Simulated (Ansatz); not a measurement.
**CdWO4 (P2/c): a many-body input that goes wrong, and its mend**

What is wrong with this input for CdWO4 (P2/c)?

Method: G0W0 on LDA, plane waves, PAW, in Ansatz 0.2.0.

## (1) The starting structure

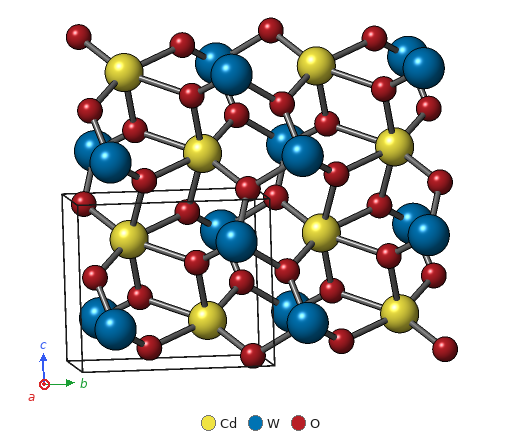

Start, viewed slightly off an axis; cadmium yellow, tungsten blue, oxygen red. 1×2×2 cells are drawn. Some periodic images of atoms are drawn too.

The cell and positions come from the Crystallography Open Database and are kept as given unless a step says otherwise. Spin-orbit coupling is left out unless a step names it. The default PAW set here is soft_2. Its files were made with PBE.

## (2) First try

Contents of input.yaml:

```yaml
crystal:
  lattice:
    - [5.04, 0.0, 0.0]
    - [0.0, 5.8701, 0.0]
    - [-0.1309573182, 0.0, 5.0824131071]
  atoms:
    - { symbol: Cd, position: [0.5, 0.69729, 0.25] }
    - { symbol: Cd, position: [0.5, 0.30271, 0.75] }
    - { symbol: W, position: [0.0, 0.17855, 0.25] }
    - { symbol: W, position: [0.0, 0.82145, 0.75] }
    - { symbol: O, position: [0.2018, 0.0955, 0.9504] }
    - { symbol: O, position: [0.7982, 0.0955, 0.5496] }
    - { symbol: O, position: [0.7982, 0.9045, 0.0496] }
    - { symbol: O, position: [0.2018, 0.9045, 0.4504] }
    - { symbol: O, position: [0.242, 0.3703, 0.3839] }
    - { symbol: O, position: [0.758, 0.3703, 0.1161] }
    - { symbol: O, position: [0.758, 0.6297, 0.6161] }
    - { symbol: O, position: [0.242, 0.6297, 0.8839] }
kpoints:
  mp_grid: { grid: [2, 2, 2] }
hamiltonian:
  xc: lda
scf:
  occupations: { method: fixed }
gw:
  n_empty_bands: 4
  ecut_chi: 40
  qp_bands: [v4, c4]
  qp_kpoints: band_edges
  screening: { model: contour_deformation }
```

Command:

```console
ansatz run input.yaml --threads 4 --pin off --max-ram 18432MiB --backend cpu --events-out ev --progress --plain --runs-dir out
```

Numbers of over 12 decimals in the logs are rounded to 6 here.

Output:

```text
Engine: ansatz 0.2.0, aarch64-unknown-linux-gnu
Pseudopotentials: kind: paw
Pseudopotential: Cd, paw, valence charge 20, recommended cutoff 420 eV (normal), Cd.paw.azcp
Pseudopotential: W, paw, valence charge 14, recommended cutoff 420 eV (normal), W.paw.azcp
Pseudopotential: O, paw, valence charge 6, recommended cutoff 420 eV (normal), O.paw.azcp
Functional definition: SPW92
  exchange = slater_x
  correlation = pw_c
Crystal: 12 atoms, lattice volume = 150.365 Å³
Basis set: ecut = 420 eV, 2943 PW (Γ)
Bands: 70, of which v1, the nominal top of the filled ones, is band 58 counted from 1 (57 counted from 0)
Symmetry: 4 space group operations
Space group: P2/c (ITA 13), of the structure as read, at distance tolerance 5.3e-5 Å
k-points: 8
Non-local potential: Cd, projectors of the file, l = 0: 3, l = 1: 2, l = 2: 2, l = 3: 1
Non-local potential: W, projectors of the file, l = 0: 3, l = 1: 2, l = 2: 2, l = 3: 1
Non-local potential: O, projectors of the file, l = 0: 2, l = 1: 2, l = 2: 1
PAW form: soft (Blöchl's): semilocal exchange-correlation on the pseudo side does not see the compensation charge
PAW frozen core: Cd, regenerated for the run's functional, and the local potential with it (the file was generated under x = pbe(κ = 0.804, μ = 0.219515), c = pbe(β = 0.066725))
PAW frozen core: W, regenerated for the run's functional, and the local potential with it (the file was generated under x = pbe(κ = 0.804, μ = 0.219515), c = pbe(β = 0.066725))
PAW frozen core: O, regenerated for the run's functional, and the local potential with it (the file was generated under x = pbe(κ = 0.804, μ = 0.219515), c = pbe(β = 0.066725))
PAW one-centre angular grid: Cd, 590 points (default); XC on 64 Gauss nodes
PAW one-centre angular grid: W, 590 points (default); XC on 64 Gauss nodes
PAW one-centre angular grid: O, 110 points (default); XC on 64 Gauss nodes
Initial density: superposition of atomic densities (neutral atoms: chi_scale 0, normalization atom), corrected by the library's trained network
Initial wavefunctions: pseudopotential atomic-orbital guess
Functional: x = slater, c = lda
SCF iter   1: F=—  HF=-40940.144297 eV  |F-HF|=—  |Δ(HF+E_count)|=         —  Δρ=2.14e-2  dr2=6.46e-1  ethr=1.77e-3  ⟨swp⟩=4.8  Hψ=1897  notcnv=0  defer=72
preconditioner: auto → Resta (q_TF=auto, 2.613 Å⁻¹)  ε∞=6.7  [insulator: Δε(μ)=2.733 eV  Ē_g=11.633 eV  n_scr=40 (ndim 8)  ℏωp=27.8 eV  f_vac=0.057  ε∞_Penn≈6.7]
SCF iter   2: F=—  HF=-40940.012421 eV  |F-HF|=—  |Δ(HF+E_count)|=   1.32e-1  Δρ=7.18e-3  dr2=7.34e-2  ethr=5.57e-4  ⟨swp⟩=2.0  Hψ=870  notcnv=0  defer=68
SCF iter   3: F=—  HF=-40939.999232 eV  |F-HF|=—  |Δ(HF+E_count)|=   1.32e-2  Δρ=2.83e-3  dr2=1.01e-2  ethr=6.33e-5  ⟨swp⟩=2.0  Hψ=800  notcnv=0  defer=77
SCF iter   4: F=—  HF=-40939.996768 eV  |F-HF|=—  |Δ(HF+E_count)|=   2.46e-3  Δρ=1.25e-3  dr2=2.29e-3  ethr=8.72e-6  ⟨swp⟩=2.0  Hψ=777  notcnv=0  defer=79
SCF iter   5: F=—  HF=-40939.996372 eV  |F-HF|=—  |Δ(HF+E_count)|=   3.95e-4  Δρ=3.62e-4  dr2=1.46e-4  ethr=1.97e-6  ⟨swp⟩=2.0  Hψ=800  notcnv=0  defer=80
SCF iter   6: F=—  HF=-40939.996378 eV  |F-HF|=—  |Δ(HF+E_count)|=   5.97e-6  Δρ=1.09e-4  dr2=1.54e-5  ethr=1.26e-7  ⟨swp⟩=2.0  Hψ=709  notcnv=0  defer=41
SCF iter   7: F=—  HF=-40939.996384 eV  |F-HF|=—  |Δ(HF+E_count)|=   6.01e-6  Δρ=2.99e-5  dr2=1.45e-6  ethr=1.33e-8  ⟨swp⟩=2.2  Hψ=836  notcnv=0  defer=40
SCF iter   8: F=-40939.996385 eV  HF=-40939.996385 eV  |F-HF|=3.59e-9  |Δ(HF+E_count)|=   6.50e-7  Δρ=5.78e-6  dr2=7.94e-8  ethr=8.62e-11  ⟨swp⟩=9.1  Hψ=2114  notcnv=0
SCF 1 converged in 8 iterations: F = -40939.996385 eV  dr2 = 7.94e-8
[...]
NSCF: frozen V_eff on 8 k-points
G₀W₀ screening: q 1/8
[... further progress lines ...]
NSCF: frozen V_eff on 1 k-points
NSCF: frozen V_eff on 1 k-points
SCF converged after 8 iterations
Free energy (F): -40939.996385 eV
Harris-Foulkes:  -40939.996385 eV  (|F-HF|=3.59e-9)
[...]
k-point 0: bands = [... 54 lower, 8.0818, 8.2011, 8.4089, 8.4624, 12.0874, 12.5377, 12.5466, 12.7008, ... 8 higher]
  k-point 1: bands = [... 54 lower, 8.1657, 8.1657, 8.5992, 8.5992, 12.1256, 12.1256, 12.6062, 12.6062, ... 8 higher]
  k-point 2: bands = [... 54 lower, 7.9171, 8.0199, 8.1479, 8.7264, 11.7005, 12.5900, 12.5935, 12.9288, ... 8 higher]
  k-point 7: bands = [... 54 lower, 7.8850, 7.8850, 8.2786, 8.2786, 12.4243, 12.4243, 12.6612, 12.6612, ... 8 higher]
--- G₀W₀: contour deformation, 6 samples at zero and on the imaginary axis and 1 off it, 8 q-points, 4 empty bands' worth ---
  eigenvalues of the whole cell's RPA ε∞ on this k-mesh (on a slab, of 1 + 4πα/V) = 2.5027, 2.7479, 2.8675; static W/v taken at q = 0 is 0.367459
  gw.qp_kpoints: band_edges: 8 of 8 stored k-points solved, in 1 pass; an edge of the gap read off the rows below is read off those points alone
  `?` marks the rows in doubt; gw_qp.tsv's column doubts and the gw_qp event give each row's grounds
    ik  band        ε_KS         Σx   Σc(E_QP)       V_xc       Z   E_QP_lin       E_QP  E_QP is
     0    55      8.0818   -26.1817     3.9223   -21.1071  0.7040     6.8668     6.9295  root
     0    56      8.2011   -25.7567     3.8850   -20.7856  0.7058     7.0603     7.1150  root
     0    57      8.4089   -26.1068     3.9814   -21.0215  0.7071     7.2512     7.3050  root
     0    58      8.4624   -27.4076     3.6579   -22.6721  0.7324     7.3391     7.3847  root
     0    59     12.0874   -14.8928    -2.5257   -20.2971  0.7981    15.4295    14.9660  root ?
     0    60     12.5377   -16.0901    -3.0219   -21.9410  0.7734    15.8337    15.3667  root ?
     0    61     12.5466   -15.2858    -2.7696   -20.7856  0.7778    15.6642    15.2768  root ?
     0    62     12.7008   -16.4098    -3.0119   -22.1623  0.7641    15.8609    15.4412  root ?
     1    55      8.1657   -25.7830     3.8716   -20.8917  0.7062     7.0993     7.1459  root
     1    56      8.1657   -25.7830     3.8716   -20.8917  0.7062     7.0993     7.1459  root
     1    57      8.5992   -27.6574     3.6660   -22.9255  0.7318     7.4902     7.5333  root
     1    58      8.5992   -27.6574     3.6660   -22.9255  0.7318     7.4902     7.5333  root
     1    59     12.1256   -14.3200    -2.7382   -19.9311  0.8003    15.4739    14.9984  root ?
     1    60     12.1256   -14.3200    -2.7382   -19.9311  0.8003    15.4739    14.9984  root ?
     1    61     12.6062   -16.2973    -2.9613   -22.0345  0.7677    15.8120    15.3821  root ?
     1    62     12.6062   -16.2973    -2.9613   -22.0345  0.7677    15.8120    15.3821  root ?
     2    55      7.9171   -25.9385     3.9860   -20.8031  0.6976     6.7022     6.7678  root
     2    56      8.0199   -26.9102     3.7283   -22.1045  0.7147     6.8939     6.9426  root
     2    57      8.1479   -25.7652     4.0294   -20.6673  0.7005     7.0266     7.0794  root
     2    58      8.7264   -27.6088     3.7100   -22.7510  0.7331     7.5269     7.5786  root
     2    59     11.7005   -14.9811    -2.8744   -20.7116  0.7885    14.9991    14.5566  root ?
     2    60     12.5900   -14.1986    -2.8539   -19.9450  0.7958    16.0086    15.4826  root ?
     2    61     12.5935   -16.2385    -2.9793   -22.1456  0.7831    16.1247    15.5213  root ?
     2    62     12.9288   -16.8824    -3.0830   -22.7142  0.7608    16.1084    15.6775  root ?
     3    55      8.0808   -26.8860     3.8039   -21.9796  0.7147     6.9255     6.9782  root
     3    56      8.0808   -26.8860     3.8039   -21.9796  0.7147     6.9255     6.9782  root
[...]
3    59     12.0927   -15.1115    -2.8951   -20.8366  0.7843    15.3588    14.9226  root ?
     3    60     12.0927   -15.1115    -2.8951   -20.8366  0.7843    15.3588    14.9226  root ?
[...]
6    58      8.3278   -26.4233     4.0109   -21.1858  0.7078     7.0304     7.1012  root
[...]
6    62     12.8437   -14.2649    -2.5001   -20.0335  0.8062    16.3909    16.1122  root ?
     7    55      7.8850   -26.1582     3.8395   -21.2569  0.7108     6.7708     6.8233  root
     7    56      7.8850   -26.1582     3.8395   -21.2569  0.7108     6.7708     6.8233  root
     7    57      8.2786   -26.5212     3.8387   -21.5836  0.7149     7.1272     7.1798  root
     7    58      8.2786   -26.5212     3.8387   -21.5836  0.7149     7.1272     7.1798  root
     7    59     12.4243   -15.9790    -3.0201   -21.7069  0.7658    15.5201    15.1321  root ?
     7    60     12.4243   -15.9790    -3.0201   -21.7069  0.7658    15.5201    15.1321  root ?
     7    61     12.6612   -15.1838    -2.8955   -20.9631  0.7897    16.0611    15.5449  root ?
     7    62     12.6612   -15.1838    -2.8955   -20.9631  0.7897    16.0611    15.5449  root ?
[key lines of the parts left out:]
Fermi energy:    8.726417 eV
```

Run time: 11 s. Hardware: 4 threads of Arm Neoverse V1, shared host; peak memory 0.51 GiB.

Q: What is the fault?

The run ended normally, though the input holds a fault or crude settings.

The fault: four empty bands in G0W0. The sums over empty states are cut off almost at the gap, so screening and correlation are far from complete.

It printed a gap of 6.98 eV, which is an artefact of the settings.

## (3) A better input

G0W0 replaces the xc potential by the self-energy, built once from these orbitals. Only a window of levels is corrected, while the sums run over the empty bands that the input names.

Edit input.yaml of step 2 so:

```diff
@@ -19,3 +19,3 @@
 kpoints:
-  mp_grid: { grid: [2, 2, 2] }
+  mp_grid: { grid: [4, 2, 4] }
 hamiltonian:
@@ -25,4 +25,4 @@
 gw:
-  n_empty_bands: 4
-  ecut_chi: 40
+  n_empty_bands: 321
+  ecut_chi: 96
   qp_bands: [v4, c4]
```

Output:

```text
[...]
Crystal: 12 atoms, lattice volume = 150.365 Å³
Basis set: ecut = 420 eV, 2943 PW (Γ)
Bands: 70, of which v1, the nominal top of the filled ones, is band 58 counted from 1 (57 counted from 0)
[... 1 set-up line as in the run before ...]
[...]
k-points: 20 of 32
[...]
SCF iter   1: F=—  HF=-40940.150740 eV  |F-HF|=—  |Δ(HF+E_count)|=         —  Δρ=2.13e-2  dr2=6.39e-1  ethr=1.77e-3  ⟨swp⟩=4.8  Hψ=4810  notcnv=0  defer=189
[...]
SCF iter   8: F=-40940.003535 eV  HF=-40940.003535 eV  |F-HF|=1.40e-9  |Δ(HF+E_count)|=   6.49e-7  Δρ=6.18e-6  dr2=8.84e-8  ethr=8.62e-11  ⟨swp⟩=8.6  Hψ=5199  notcnv=0
SCF 1 converged in 8 iterations: F = -40940.003535 eV  dr2 = 8.84e-8
[...]
NSCF: frozen V_eff on 20 k-points
G₀W₀ screening: q 1/20
[... further progress lines ...]
[...]
SCF converged after 8 iterations
Free energy (F): -40940.003535 eV
[...]
0    55      8.0815   -26.1448     4.7655   -21.1117  0.7343     7.8127     7.8139  root
     0    56      8.1989   -25.6624     4.6686   -20.7777  0.7345     7.9821     7.9829  root
     0    57      8.4076   -26.0435     4.7884   -21.0226  0.7339     8.1742     8.1751  root
     0    58      8.4604   -27.3092     4.4277   -22.6821  0.7510     8.2604     8.2610  root
     0    59     12.0849   -14.9590    -4.0274   -20.2989  0.7839    13.4204    13.3974  root
     0    60     12.5334   -16.1492    -4.3980   -21.9429  0.7734    13.9604    13.9291  root
     0    61     12.5439   -15.4177    -4.1342   -20.8523  0.7765    13.8700    13.8444  root
     0    62     12.6949   -16.4518    -4.2970   -22.1633  0.7673    14.1436    14.1095  root
[...]
19    59     12.4191   -16.0262    -4.3300   -21.7078  0.7728    13.8001    13.7707  root
    19    60     12.4191   -16.0262    -4.3300   -21.7078  0.7728    13.8001    13.7707  root
    19    61     12.6578   -15.2865    -4.3539   -20.9702  0.7809    14.0147    13.9876  root
    19    62     12.6578   -15.2865    -4.3539   -20.9702  0.7809    14.0147    13.9876  root
[key lines of the parts left out:]
Fermi energy:    8.722883 eV
```

Wall time 7 min (4 threads); peak memory 1.6 GiB.

This step gave:

- bands summed: 379
- RPA ε∞ on this mesh (eigenvalues): 4.721, 5.057, 5.273
- plane waves in the screening matrix: 313
- q-points in the mesh: 32
- G0W0 gap on the mesh: 4.449 eV
- k of the valence top: 0, -0.5, 0
- k of the conduction bottom: 0, -0.5, 0
- starting gap on the mesh: 2.974 eV
- Z at the valence top: 0.7493
- Z at the conduction bottom: 0.7886
- least direct G0W0 gap on the computed points: 4.449 eV

The gap on the mesh goes from 2.97 eV to 4.45 eV, a correction of +1.47 eV. Between the two edge states, bare exchange in place of the xc potential would open the gap by 10.37 eV, and correlation takes back 8.89 eV.

## (4) What came out

```json
{"first try": "converged after 11 s", "better run": "G0W0 gap on the mesh 4.45 eV (4×2×4 mesh, 321 empty bands, screening to 96 eV)"}
```

In words: The second run differs in: mesh, empty bands and screening cutoff (eV). Bands and cutoff are finite, so the gap is not at the basis limit. The miss can reach some tenths of an eV and take either sign; the mesh is an error of its own. The 4×2×4 mesh is coarse for this cell (its supercell is 12 Å along the shortest edge). The RPA ε∞ on it, from the LDA start, is 4.72, 5.06 and 5.27; such meshes misread the long-range screening, most where the gap is narrow. A d shell, filled or nearly so, lies near the gap. One-shot GW converges very slowly in bands there, not always from below, and on a semilocal start the gap tends to come out low; starts rich in exact exchange can overshoot instead. The many-body steps are scalar-relativistic: spin-orbit coupling is not in them.

[Paths, hosts, dates, memory and timing lines, banners, echoed tables and standing remarks are left out of the program output.]

[Logs are printed without paths, hosts, clocks, repeated set-up lines and the standing remarks that a program may print on its own settings, such as how far it seeks lower states.]

[Runs of the session that timed out or met a known fault of the program may be left out.]

[Cells called generated may have been cut or substituted from an entry of the Crystallography Open Database or the Materials Project.]

[Hosts, paths, dates, database ids (printed as entryN), source tags and the programs' standing remarks are cut or masked in the printed files.]
